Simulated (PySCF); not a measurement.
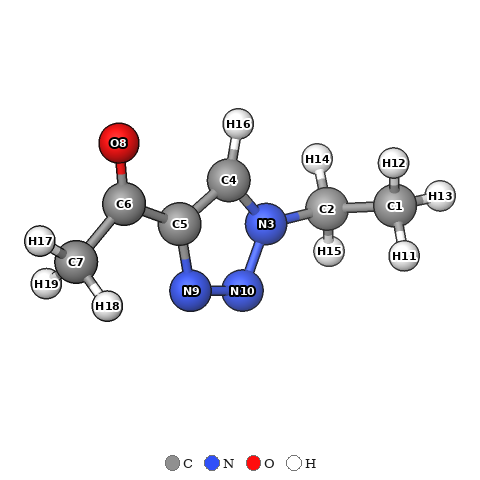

The molecule: C₆H₉N₃O, SMILES CCn1cc(C(C)=O)nn1.

Kohn-Sham orbital energies near the frontier, B3LYP/def2-SVPD in PySCF 2.14.0, at a PBE0-D3(BJ)/def2-SVP geometry (no frequency check), isolated molecule; empty levels in grey, levels within 0.03 eV side by side.

Where do the frontier orbitals lie?

Answer. HOMO at −7.19 eV, LUMO at −1.58 eV, 5.61 eV apart.

How does −ε(HOMO) compare with the ΔSCF vertical ionisation energy at this level?

Answer. −ε(HOMO) is 7.19 eV, the ΔSCF value 9.75 eV; the orbital energy is 2.55 eV too shallow.

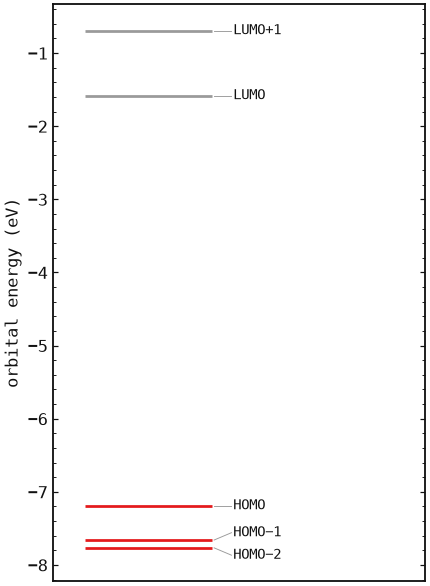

Known limits of this run: one conformer of a flexible molecule; empty levels above zero depend strongly on the basis.
